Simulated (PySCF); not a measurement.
# C6H15AlO (SMILES CCC[C@H](C)[AlH][O]C): what the fields show

```xyz
23

C    -2.6235    0.9552   -0.2404
C    -1.6065    0.7612    0.8730
C    -1.0624   -0.6598    0.9482
C    -0.3401   -1.0787   -0.3469
C     0.4785   -2.3531   -0.0901
Al    0.7143    0.5376   -0.9787
O     2.1781    0.9425   -0.3397
C     3.4320    1.2852    0.1738
H    -2.1409    0.8376   -1.2108
H    -3.4257    0.2248   -0.1571
H    -3.0586    1.9512   -0.1937
H    -0.7465    1.4359    0.6872
H    -2.0472    1.0434    1.8327
H    -1.8789   -1.3544    1.1714
H    -0.3528   -0.7096    1.7800
H    -1.1130   -1.3358   -1.0864
H     0.8934   -2.7379   -1.0210
H    -0.1378   -3.1345    0.3592
H     1.3071   -2.1464    0.5876
H     0.2229    1.4329   -2.1254
H     4.1304    0.4554    0.0391
H     3.8216    2.1633   -0.3461
H     3.3507    1.5111    1.2401
```

Geometry: GFN2-xTB.

Theory: PBE0/pcSseg-1, SCF density, gas phase, non-relativistic in PySCF.

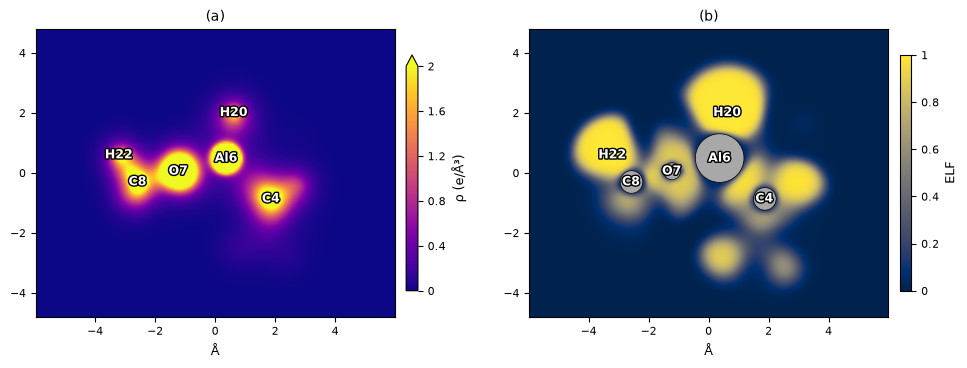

Figure 1. (a) electron density; (b) electron localisation function on the plane of atoms O7, C8 and H22. Grey discs cover the atomic cores in the ELF map.

### What does the map show?

Atoms in the plane: C, Al, O and H.
C–O (1.40 Å): ρ at the midpoint is about 2 e/Å³, with its minimum of 1.7 e/Å³ about 0.5 Å from C; the ELF peaks at about 0.90 between the atoms, as expected for a shared but strongly polarised pair.
Al–O (1.65 Å): ρ is about 0.85 e/Å³ halfway; the ELF peaks at about 0.80 in the valence shell of O, 0.6 Å from its nucleus, and is about 0.30 at the midpoint.
C–Al (2.03 Å): ρ is about 0.67 e/Å³ halfway; the ELF peaks at about 0.95 between the atoms (a shared but strongly polarised pair).
C–H (1.09 Å): ρ is about 2 e/Å³ halfway; the ELF climbs to about 1 towards the hydrogen, as it does in any bond to H; an ordinary covalent bond to hydrogen.
Al–H (1.54 Å): ρ is about 0.59 e/Å³ halfway; the ELF climbs to about 1 towards the hydrogen.

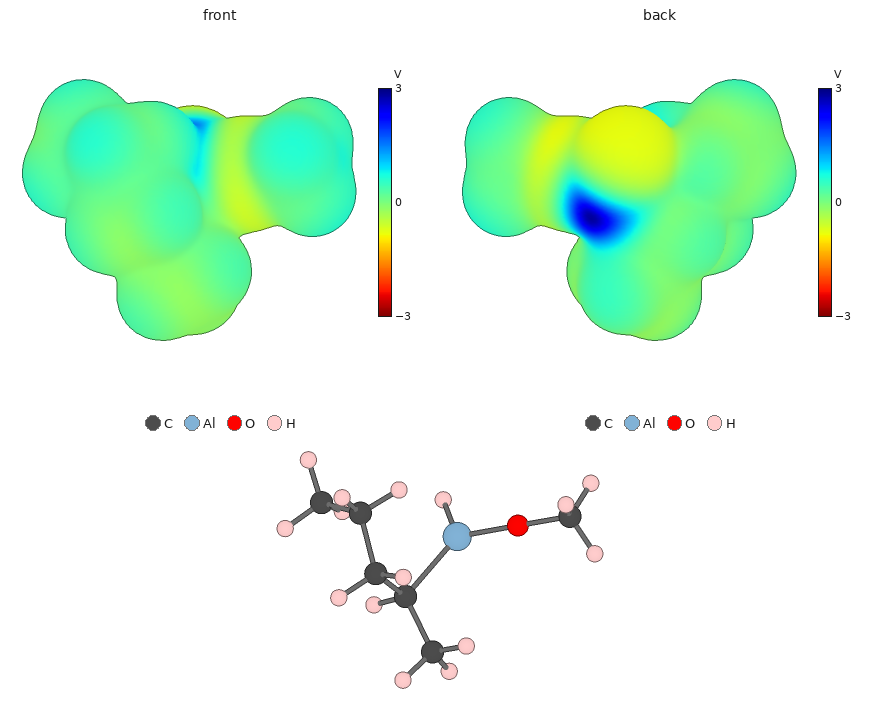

Figure 2. The electrostatic potential painted on the density surface at 0.002 e/bohr³, seen from the front and from behind; red is negative and blue positive. The bare structure is drawn below in the same view.

### Which sites attract a positive test charge, and which a negative one?

A positive charge is drawn to the negative regions and a negative charge to the positive ones. The most negative region (about −0.8 V) lies over H20, the most positive (about +2.4 V) over Al6.

### How polar is the molecule by this calculation?

Its dipole moment is 1.00 D.
